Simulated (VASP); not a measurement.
Band structure of FeGe (space group P2_13). Level of theory: r2SCAN meta-GGA, VASP's PBE PAW potentials (set 64) (plane waves; VASP).

The run has a spin-polarised start.

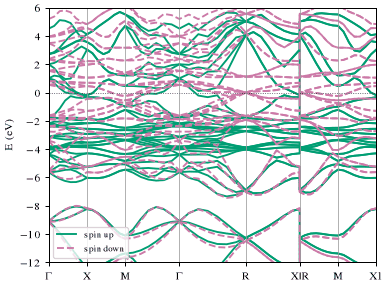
Figure: Bands along high-symmetry lines, zero at the valence-band maximum or, without a gap, the Fermi level

### Question
Read the plot: is there a gap, and where are the band edges?

### Answer
It has no gap at this level: it comes out as a metal or semimetal.

The structure comes from a computed database's FeGe entry (P2_13); how it stands against other phases isn't given here. It was relaxed first.
